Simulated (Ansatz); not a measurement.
**C2H9BOSi: density, localisation and related maps**

```csv
atom,x (Å),y (Å),z (Å)
B,-1.6032,0.5233,1.0520
C,-0.3845,0.5009,0.1305
Si,0.7121,-0.6887,1.3102
O,-0.5951,-0.1242,-1.1476
C,0.4906,0.0385,-2.0789
H,-2.5507,-0.1682,0.8332
H,-1.5383,1.1669,2.0625
H,0.1804,1.4419,0.0509
H,1.6125,-1.4846,0.4116
H,-0.1631,-1.6463,2.0712
H,1.5304,0.1089,2.2862
H,0.6867,1.1015,-2.2766
H,1.4143,-0.4334,-1.7170
H,0.1747,-0.4492,-3.0012
```

Computed with RKS PBE0/6-31G (Ansatz).

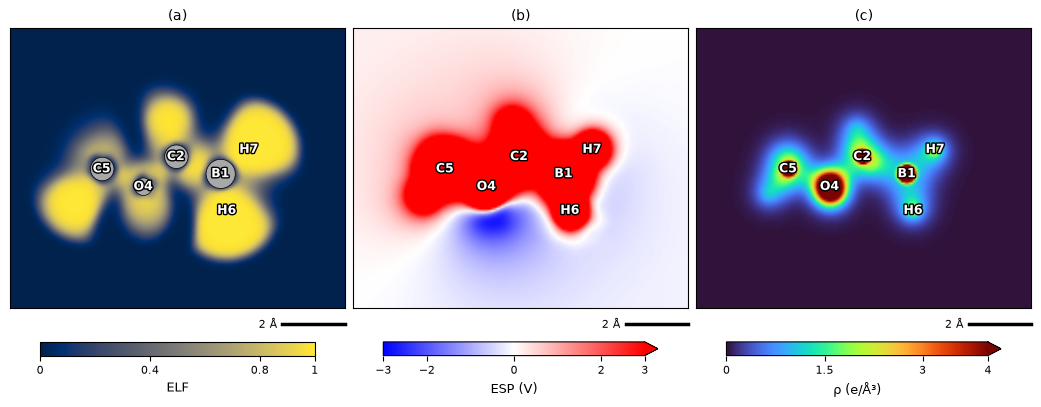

Figure 1. (a) ELF; (b) molecular electrostatic potential; (c) electron density on the plane of atoms H6, B1 and H7. Grey discs cover the atomic cores in the ELF map.

> What does the map show?

Atoms in the plane: B, C, O and H. C–O (1.44 Å): the density is about 1.7 e/Å³ at the midpoint, with its minimum of 1.5 e/Å³ about 0.6 Å from C; the ELF peaks at about 0.85 between the atoms; a shared but strongly polarised pair. C–B (1.53 Å): ρ is about 1.5 e/Å³ halfway; the ELF peaks at about 0.95 between the atoms (a covalent bond). B–H (1.19 Å): the density is about 1.2 e/Å³ at the midpoint; the ELF climbs to about 1 towards the hydrogen, as it does in any bond to H (a covalent bond by its length). The ELF also peaks beside O4, away from the bonds: lone-pair regions. Outside the dense part of the molecule the potential is most negative (−2.7 V) near O4.

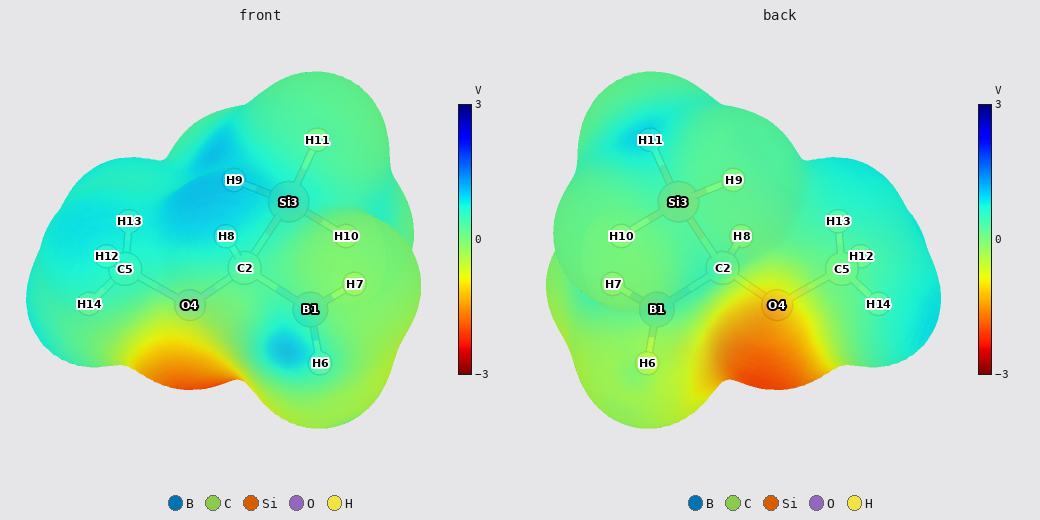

Figure 2. The molecular electrostatic potential painted on the density surface at 0.002 e/bohr³, seen from the front and from behind; the colour scale runs from red (negative) to blue (positive).

> Describe the electrostatic potential map.

The most negative region (about −2.0 V) lies over O4, the most positive (about +1.1 V) over B1, Si3 and H8. O4 is the likeliest acceptor of a hydrogen bond.

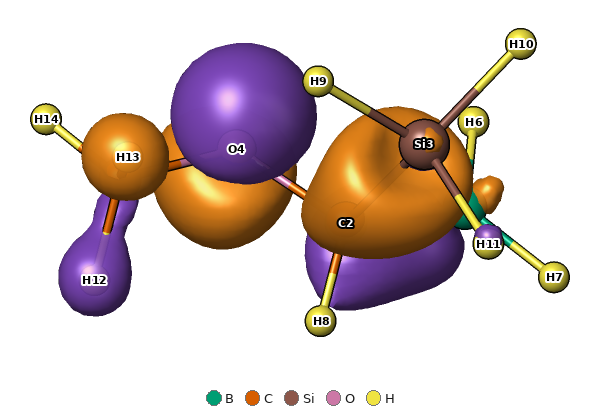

Figure 3. The HOMO at ±0.15 Å⁻³ᐟ² (orange and purple are the two phases), seen from one side.

> What is the character of this orbital?

By Hirshfeld shares it lies mainly on O4 (about 50 %), C2 (about 15 %), Si3 (about 10 %) and B1 (about 5 %). Its energy is −6.86 eV.
